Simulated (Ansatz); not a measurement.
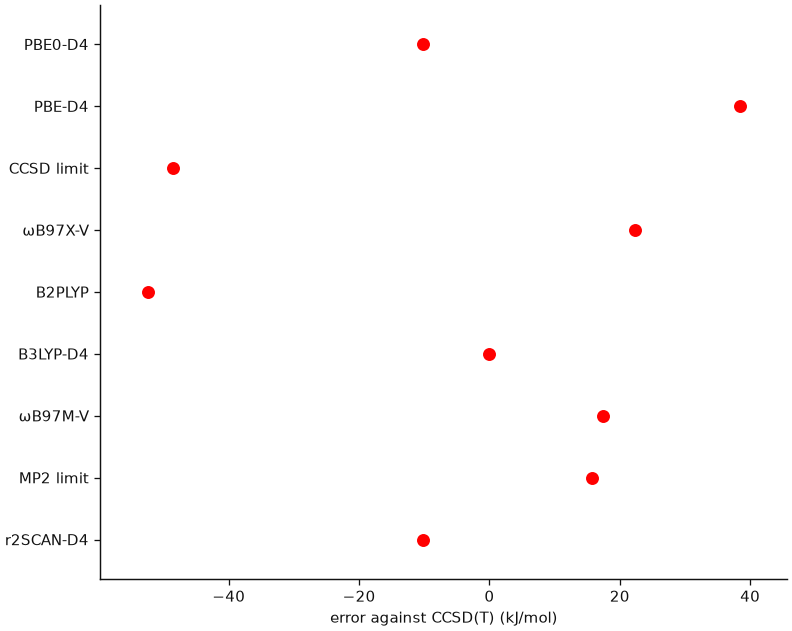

Error in the electronic atomisation energy (method less reference, so positive means overbinding) of CH₇NSSi, SMILES NC[SiH2]S: functionals in def2-TZVPP against frozen-core CCSD(T) at the limit (MP2 extrapolated from triple and quadruple zeta, plus CCSD(T) less MP2 in a smaller set), which gives 3656.6 kJ/mol, at a PBE0-D4/def2-TZVP geometry (no frequency check), no zero-point or spin-orbit term, the Ansatz code 0.2.0. The reference leaves out core correlation, a term that grows with the number of heavy atoms. B2PLYP holds a correlation term that converges slowly with the basis, so part of the distance to the limit is basis error. No dispersion term is added to B2PLYP. Limit means the basis limit.

Q: Which of these levels overbind, and which underbind?

A: Overbind: PBE-D4 and ωB97X-V. Underbind: CCSD limit and B2PLYP. Within 20 kJ/mol of zero, too close to call in view of what the reference leaves out: PBE0-D4, B3LYP-D4, ωB97M-V, MP2 limit and r2SCAN-D4.

Q: Give the values.

A:
| level | kJ/mol |
| --- | --- |
| PBE0-D4 | −10.2 |
| PBE-D4 | 38.4 |
| CCSD limit | −48.5 |
| ωB97X-V | 22.4 |
| B2PLYP | −52.5 |
| B3LYP-D4 | −0.1 |
| ωB97M-V | 17.5 |
| MP2 limit | 15.7 |
| r2SCAN-D4 | −10.2 |

Caveats, for all or some of the runs: one conformer of a flexible molecule.
